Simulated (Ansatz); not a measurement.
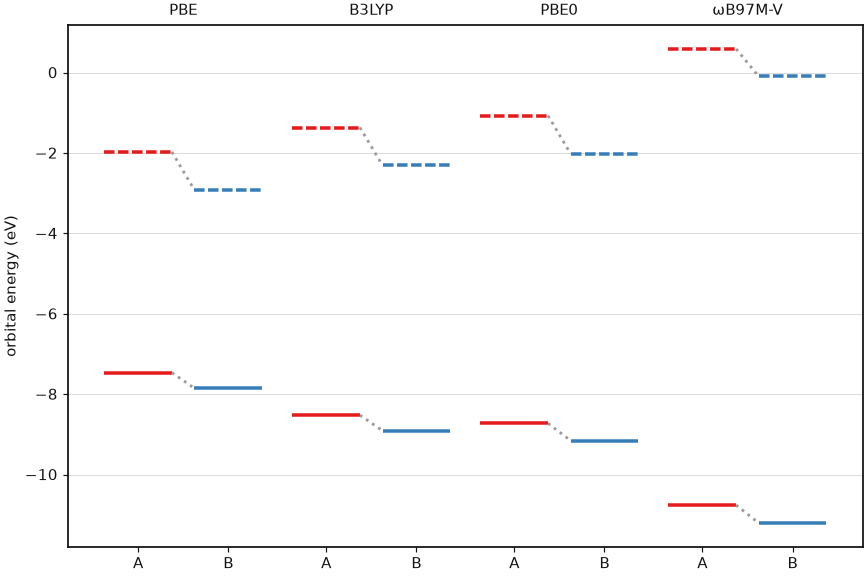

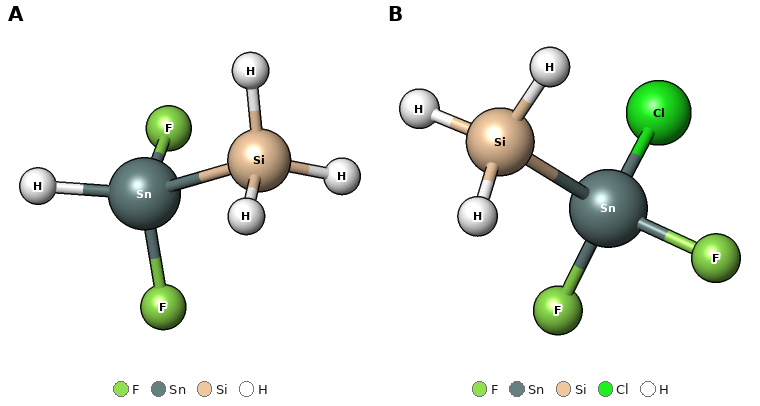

One change: A, SnSiH₄F₂ (SMILES [F][SnH]([F])[SiH3]), becomes B, SnSiH₃ClF₂ (SMILES [F][Sn]([F])([SiH3])[Cl]). H on Sn is replaced by Cl. HOMO (solid) and LUMO (dashed) computed in def2-TZVPP at PBE0-D4/def2-TZVP geometries, both minima by their frequencies, gas phase, the Ansatz code 0.2.0. Empty levels above zero depend strongly on the basis.

**What does the change do to HOMO and LUMO?**

PBE: the HOMO falls by 0.39 eV, the LUMO falls by 0.95 eV, and the separation goes from 5.49 to 4.93 eV. B3LYP: the HOMO falls by 0.39 eV, the LUMO falls by 0.94 eV, and the separation goes from 7.16 to 6.60 eV. PBE0: the HOMO falls by 0.43 eV, the LUMO falls by 0.95 eV, and the separation goes from 7.66 to 7.14 eV. ωB97M-V: the HOMO falls by 0.45 eV, the LUMO falls by 0.68 eV, and the separation goes from 11.35 to 11.12 eV.

**Do the functionals agree on the effect?**

They agree on the direction for both levels; the HOMO shift lies between −0.45 and −0.39 eV and the LUMO shift between −0.95 and −0.68 eV, while the separations themselves differ by up to 6.2 eV between functionals.

Known limits of this run: core potentials past krypton; spin-orbit coupling is left out, and with Sn it can shift these values.
